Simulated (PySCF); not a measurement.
# C3H4O (cyclopropanone) at 6 levels

We compute a comparison of 6 runs (BHLYP/6-311+G**, BLYP/6-311+G**, CAM-B3LYP/6-311+G**, PBE/6-311+G**, TPSS/6-311+G**, revPBE/6-311+G**) of C3H4O (cyclopropanone). Input form: a Python script.

The calculation is run with PySCF 2.14.0.

1 further run of the same task is left out (set aside as unsound or not needed).

## 1. The molecule

C3H4O: 8 atoms, total charge 0, spin state singlet. SMILES: `O=C1CC1`. The shape is that of a PBE0-D4/def2-TZVP optimisation.

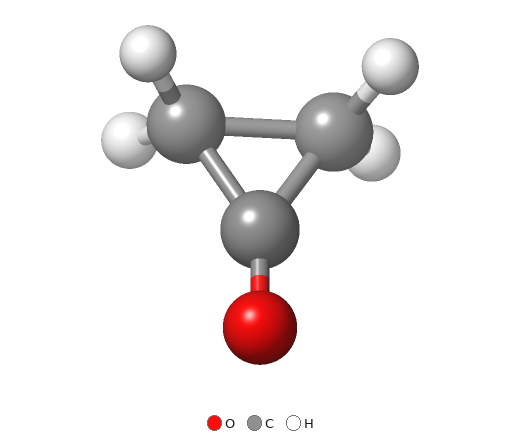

Viewed from a chosen angle; oxygen red, carbon grey, hydrogen white.

## 2. A single-point energy at BHLYP/6-311+G(d,p) (run 1)

Input file input.py:

```python
from pyscf import gto, dft

mol = gto.M(
    atom='''
O       -1.866360       0.508710       0.864370
C       -0.817550       0.222830       0.378650
C        0.531030       0.648400       0.010540
C        0.011210      -0.796200      -0.261680
H        0.656030       1.307070      -0.842670
H        1.269970       0.777560       0.794590
H       -0.199200      -1.069440      -1.290510
H        0.414850      -1.598930       0.346710
''',
    verbose=3,
    spin=0,
    basis='6-311+g**',
    max_memory=1860,
)

mf = dft.RKS(mol)
mf.xc = 'bhandhlyp'
mf.grids.level = 5
mf.conv_tol = 1e-10
mf.kernel()
if not mf.converged:
    mf = mf.newton().run(mf.mo_coeff, mf.mo_occ)

e_final = mf.e_tot
print('E(%s) = %.9f' % ('BHLYP', e_final))
```

Started as:

```console
OMP_NUM_THREADS=1 python input.py
```

Standard output:

```text
converged SCF energy = -191.820565656254
E(BHLYP) = -191.820565656
```

Run time: 21 s. Hardware: 1 thread of Arm Neoverse V2, shared host; peak memory 0.59 GiB.

## 3. A single-point energy at BLYP/6-311+G(d,p) (run 2)

Input file input.py:

```python
from pyscf import gto, dft

system = gto.M(
    atom='''
O       -1.866360       0.508710       0.864370
C       -0.817550       0.222830       0.378650
C        0.531030       0.648400       0.010540
C        0.011210      -0.796200      -0.261680
H        0.656030       1.307070      -0.842670
H        1.269970       0.777560       0.794590
H       -0.199200      -1.069440      -1.290510
H        0.414850      -1.598930       0.346710
''',
    max_memory=1860,
    basis='6-311+g**',
    verbose=4,
    charge=0,
)

calc0 = dft.RKS(system, xc='blyp')
calc0.grids.level = 5
calc0.conv_tol = 1e-10
calc0.kernel()
if not calc0.converged:
    calc0 = calc0.newton().run(calc0.mo_coeff, calc0.mo_occ)

e_final = calc0.e_tot
print(f'total energy: {e_final:.8f} hartree')
```

Started as:

```console
OMP_NUM_THREADS=1 python input.py
```

Standard output:

```text
PySCF version 2.14.0

[... 78 lines left out ...]
converged SCF energy = -191.876092300931
total energy: -191.87609230 hartree
```

Wall time 19 s (1 thread of Arm Neoverse V2, shared host); peak memory 0.59 GiB.

Runs 3 to 4 aren't shown in full; the table further down has their settings and results.

## 4. The energy at TPSS/6-311+G(d,p) (run 5)

Input file job.py:

```python
# O=C1CC1
from pyscf import gto, dft

mol = gto.M(
    atom='''
O     -1.866360     0.508710     0.864370
C     -0.817550     0.222830     0.378650
C      0.531030     0.648400     0.010540
C      0.011210    -0.796200    -0.261680
H      0.656030     1.307070    -0.842670
H      1.269970     0.777560     0.794590
H     -0.199200    -1.069440    -1.290510
H      0.414850    -1.598930     0.346710
''',
    spin=0,
    max_memory=1860,
    verbose=3,
    basis='6-311+g**',
)

mf = dft.RKS(mol)
mf.xc = 'tpss'
mf.grids.level = 5
mf.conv_tol = 1e-10
mf.kernel()
if not mf.converged:
    mf = mf.newton().run(mf.mo_coeff, mf.mo_occ)

e_final = mf.e_tot
print('E(%s) = %.9f' % ('TPSS', e_final))
```

Started as:

```console
OMP_NUM_THREADS=1 python job.py
```

Standard output:

```text
converged SCF energy = -191.970536888989
E(TPSS) = -191.970536889
```

Run time: 44 s. Hardware: 1 thread of Arm Neoverse V2, shared host; peak memory 0.64 GiB.

## 5. A single-point energy at revPBE/6-311+G(d,p) (run 6)

Input file calc.py:

```python
from pyscf import gto, dft

mol = gto.Mole()
mol.atom = '''
O     -3.526909     0.961323     1.633423
C     -1.544946     0.421088     0.715545
C      1.003501     1.225298     0.019918
C      0.021184    -1.504600    -0.494504
H      1.239717     2.470004    -1.592416
H      2.399895     1.469375     1.501557
H     -0.376433    -2.020949    -2.438710
H      0.783953    -3.021540     0.655187
'''
mol.unit = 'bohr'
mol.basis = '6-311+g**'
mol.verbose = 3
mol.charge = 0
mol.max_memory = 1860
mol.build()

ks = dft.RKS(mol)
ks.xc = 'revpbe'
ks.grids.level = 5
ks.conv_tol = 1e-10
ks.kernel()
if not ks.converged:
    ks = ks.newton().run(ks.mo_coeff, ks.mo_occ)

e_tot = ks.e_tot
print('E(%s) = %.9f' % ('REVPBE', e_tot))
```

Started as:

```console
OMP_NUM_THREADS=1 python calc.py
```

Standard output:

```text
converged SCF energy = -191.888208947592
E(REVPBE) = -191.888208948
```

Run time: 19 s. Hardware: 1 thread of Arm Neoverse V2, shared host; peak memory 0.59 GiB.

## 6. Overview of the runs

| run | level | energy (Eh) | dipole moment (D) | HOMO energy (eV) | LUMO energy (eV) | wall time |
| --- | --- | --- | --- | --- | --- | --- |
| 1 | BHLYP/6-311+G** | -191.820566 | 3.22 | -8.44 | 0.21 | 21 s |
| 2 | BLYP/6-311+G** | -191.876092 | 2.91 | -5.47 | -2.02 | 19 s |
| 3 | CAM-B3LYP/6-311+G** | -191.844708 | 3.12 | -8.46 | 0.18 | 33 s |
| 4 | PBE/6-311+G** | -191.708326 | 2.88 | -5.55 | -2.14 | 19 s |
| 5 | TPSS/6-311+G** | -191.970537 | 2.90 | -5.60 | -1.98 | 44 s |
| 6 | revPBE/6-311+G** | -191.888209 | 2.85 | -5.49 | -2.06 | 19 s |

## 7. Outcome

| quantity | value |
| --- | --- |
| run 6: total energy | -191.88821 Eh |
| run 6: dipole moment | 2.85 D |
| run 6: HOMO energy | -5.49 eV |
| run 6: LUMO energy | -2.06 eV |
| run 6: HOMO–LUMO gap | 3.42 eV |

In words: The dipole moment (its size) runs from 2.85 D (revPBE/6-311+G**) to 3.22 D (BHLYP/6-311+G**). The HOMO–LUMO gap runs from 3.41 eV (PBE/6-311+G**) to 8.65 eV (BHLYP/6-311+G**). Totals of different functionals can't be ranked against each other. All runs together took 2.6 min, the longest 44 s.
